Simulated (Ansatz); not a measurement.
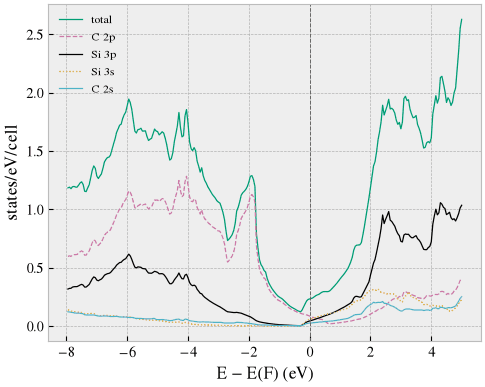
Total and projected density of states of SiC in space group P6_3/mmc (No. 194; Si on 2c, C on 2d), the program Ansatz at the LDA level (PAW)

**Question.** Which orbitals carry the states next to the Fermi level?

**Answer.** Within 0.5 eV of the Fermi level: C 2p 40 %, Si 3s 23 %, Si 3p 19 %, C 2s 10 %, outside the projected shells 8 %. Projections are on Löwdin-orthogonalised atomic valence shells; empty p or d shells of many metals are not among them.

**Question.** Where is the tallest occupied peak in this window, and what makes it?

**Answer.** Near -5.9 eV, about 1.9 states/eV per cell; the largest projected share is C 2p.

The start of the workflow was typed in or built on a structure type; neither database checked (COD, Materials Project) lists it. It is not the phase usual at ambient conditions (space group No. 186, 216). The cell was relaxed with LDA under the symmetry of its start. At this level the phase is dynamically unstable (imaginary phonons). The volume moved by -49 % from the start of the relaxation. Its formation energy is positive at this level, so the cell may be metastable or incomplete. A crystal of weakly bound layers computed without a dispersion correction: the cell and the soft elastic constants depend strongly on that.

Potentials: the later of the program's two PAW sets.
